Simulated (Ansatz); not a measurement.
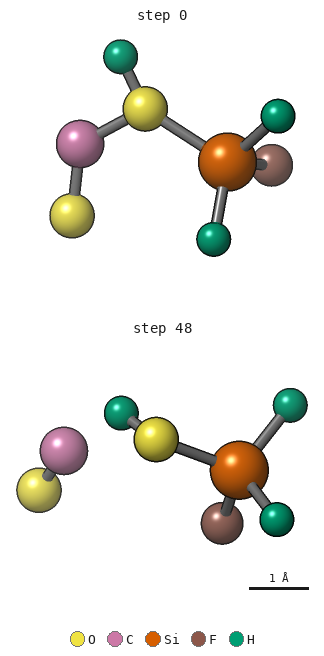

The structure of CH3FO2Si before (top) and after (bottom) a relaxation, at one scale.

Style: ball-and-stick. Shown at a tilt.

The run prepares an end point of a later path (hydrogen shift) calculation, from a guessed geometry.

Level of theory: RKS PBE0-D4/def2-SVP (Ansatz).

The input:
```yaml
crystal:
  periodic: [false, false, false]
  atoms:
    - { symbol: O, position_ang: [-0.0291, 0.3208, 1.9816] }
    - { symbol: C, position_ang: [-0.6089, 0.9287, 1.0252] }
    - { symbol: O, position_ang: [-0.5086, 0.6483, -0.2976] }
    - { symbol: Si, position_ang: [0.4909, -0.6218, -0.831] }
    - { symbol: F, position_ang: [-0.4534, -1.9754, -0.6969] }
    - { symbol: H, position_ang: [-1.12616, 1.37444, -0.56488] }
    - { symbol: H, position_ang: [1.7308, -0.759, -0.0986] }
    - { symbol: H, position_ang: [0.7498, -0.4108, -2.2743] }
basis:
  gaussian: { orbitals: def2-SVP }
hamiltonian:
  xc: pbe0
  dispersion: d4
relax:
  f_tol: 0.02
  max_steps: 50
```

Launched with:
```bash
ansatz run input.yaml --threads 2 --pin off --max-ram 3072MiB --backend cpu --events-out ev --progress --plain --runs-dir out
```

> What changed between the two?

The relaxation stopped without meeting its thresholds, so the last structure isn't shown to be converged. After 39 accepted moves (48 points after the start) the energy has fallen by 4.231 eV. Largest force component: 11 eV/Å at the start, 0.33 eV/Å at the end. The line search rejected the trial steps at points 6, 14, 22, 24, 29, 34, 37, 41 and more of the run. O1 moves most after the best rigid fit: 1.70 Å. Largest moves by element: O 1.70 Å, H 1.48 Å, F 1.25 Å, C 1.01 Å, Si 0.40 Å. Near-neighbour distances that change, for instance: C2–O3 1.356 → 3.123 Å, C2–Si4 2.657 → 3.656 Å, O1–C2 1.273 → 1.129 Å, O3–Si4 1.702 → 1.645 Å. Bonds break: C2–O3 (1.36 → 3.12 Å). Among the angles between lasting bonds that change: Si4–O3–H6 146.0° → 116.3°, O3–Si4–H7 114.5° → 107.0°, O3–Si4–H8 107.6° → 112.9°. Groups turn about O3–Si4 by about 45°. Cost: 93 s on 2 threads of Arm Neoverse V1, with other jobs on the host, peak memory 0.17 GiB.
